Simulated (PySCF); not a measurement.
```xyz
18

C     3.7678    0.2700   -0.5997
C     2.4431    0.1759   -0.3880
C     1.2285    0.0938   -0.1936
Si   -0.5895   -0.0373    0.0952
C    -1.3221    1.7189    0.2178
C    -1.3820   -0.9779   -1.3667
C    -0.8871   -0.9981    1.7173
H     4.4144   -0.5758   -0.4460
H     4.2104    1.1938   -0.9283
H    -2.3948    1.6916    0.3884
H    -0.8736    2.2757    1.0350
H    -1.1488    2.2809   -0.6950
H    -2.4559   -1.0787   -1.2365
H    -1.2109   -0.4598   -2.3055
H    -0.9658   -1.9763   -1.4620
H    -0.4361   -0.4895    2.5641
H    -0.4580   -1.9944    1.6671
H    -1.9482   -1.1062    1.9248
```

Geometry: GFN2-xTB.

These are results of UKS B3LYP, pcH-1 on C H Si, non-relativistic, mean-field spin-orbit, GIAO in PySCF 2.14.0, density-fitted response routines, not measurements.

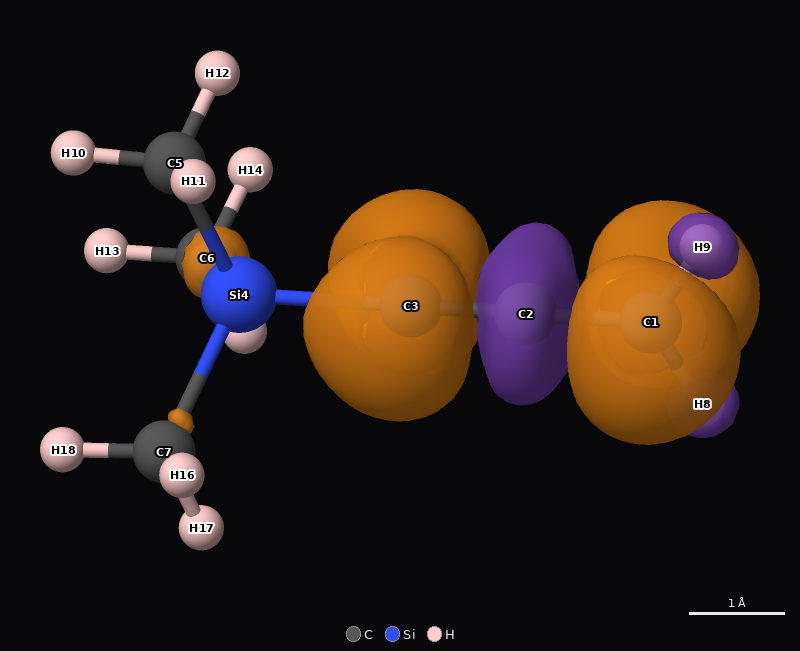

C$_{6}$H$_{11}$Si (doublet). Isosurfaces of the spin density (α minus β) at +0.015 (orange) and −0.015 e/Å³ (purple), seen at a tilt.

Which atoms carry the spin?

Answer. The unpaired spin (1 electron) lies mostly on C1 (about 0.5) and C3 (about 0.4), in electrons by Hirshfeld's partition.
